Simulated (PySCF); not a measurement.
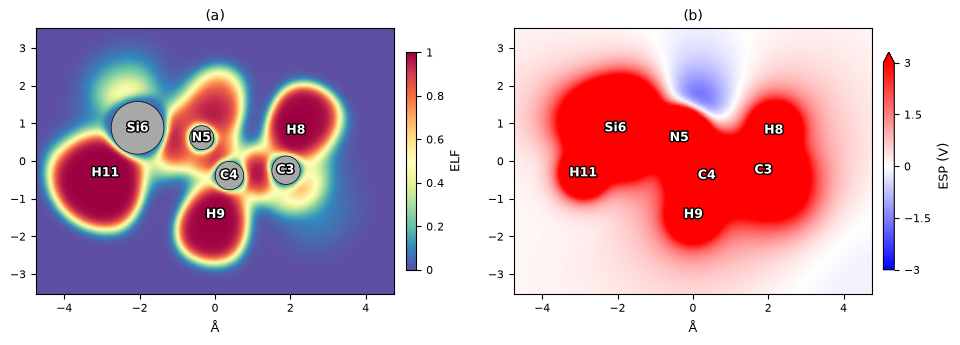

*C$_{3}$H$_{6}$N$_{2}$Si. (a) electron localisation function; (b) molecular electrostatic potential on the plane of atoms N5, C4 and H9. Grey discs cover the atomic cores in the ELF map.*

Geometry: GFN2-xTB.

Method: PySCF, CAM-B3LYP/def2-SVPD, SCF density, gas phase.

```xyz
12

N    -3.2589   -1.4303    0.3757
C    -2.5390   -0.5461    0.3021
C    -1.6157    0.5547    0.1985
C    -0.3202    0.0858   -0.4152
N     0.7613    0.2357    0.1832
Si    2.4058   -0.1476   -0.1574
H    -2.0642    1.3220   -0.4411
H    -1.4259    0.9695    1.1915
H    -0.4276   -0.3842   -1.4015
H     3.0503    1.1615   -0.1067
H     2.6669   -0.8016   -1.4443
H     2.7684   -1.0201    0.9540
```

Interpret the plot.

Answer. The plane passes through C, N, Si and H nuclei.
Si–N (1.72 Å): the ELF peaks at about 0.95 between the atoms, as expected for a polar covalent bond.
C–H (1.09 Å): the ELF climbs to about 1 towards the hydrogen, as it does in any bond to H: an ordinary covalent bond to hydrogen.
C–N (1.25 Å): the ELF peaks at about 0.90 between the atoms; a multiple bond.
C–C (1.51 Å): the ELF peaks at about 0.95 between the atoms (localised, covalent bonding).
Si–H (1.47 Å): the ELF climbs to about 1 towards the hydrogen.
The ELF also peaks beside N5, away from the bonds: lone-pair regions.
Outside the dense part of the molecule the potential is most negative (−1.6 V) near N5.
